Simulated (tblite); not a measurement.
# C4H10OSeSi3: the cost of one run

Computed with tblite 0.8.0 and PySCF 2.14.0, with density-fitted response routines of our own, on a single molecule in the gas phase. Atoms are numbered from 0 throughout.

## Step 1: Starting geometry

19 atoms, charge 0, multiplicity 1; geometry from: force field or distance geometry start.

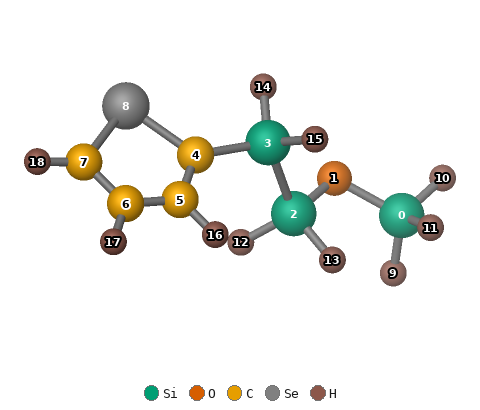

As it starts; silicon teal, oxygen orange, carbon amber, selenium grey, hydrogen brown, atoms numbered.

## Step 2: Optimising the geometry with GFN2-xTB

Job settings and geometry (Å):

```
{"job": {"kind": "relax", "xc": "GFN2-xTB", "basis": "xTB"}, "charge": 0, "multiplicity": 1}
Si     4.286600     0.319800    -0.452900
O      2.781100     0.864700    -1.120800
Si     1.521600    -0.208100    -0.600900
Si    -0.049100     1.086100     0.284400
C     -1.765200     0.450400     0.060100
C     -2.290500    -0.684300     0.540200
C     -3.551900    -1.035000     0.297100
C     -4.352300    -0.243200    -0.453700
Se    -3.163200     1.291800    -0.950300
H      4.776800    -0.892800    -1.152200
H      5.298600     1.388600    -0.602700
H      4.164400     0.005900     0.984700
H      0.978800    -0.970200    -1.713400
H      2.129900    -1.150900     0.347700
H      0.021100     2.382800    -0.396900
H      0.221200     1.209700     1.741300
H     -1.623800    -1.353400     1.183100
H     -3.979600    -2.001800     0.719400
H     -5.414200    -0.451000    -0.706500
```

Launch:

```
$ OMP_NUM_THREADS=1 python probes_run.py task.json out
```

This one command runs all jobs of the session in turn.

**Question.** How long does this first job take on 1 thread of Arm Neoverse N1, shared host, and how much memory does it need?

About 5.2 s, with a peak of 0.18 GiB.
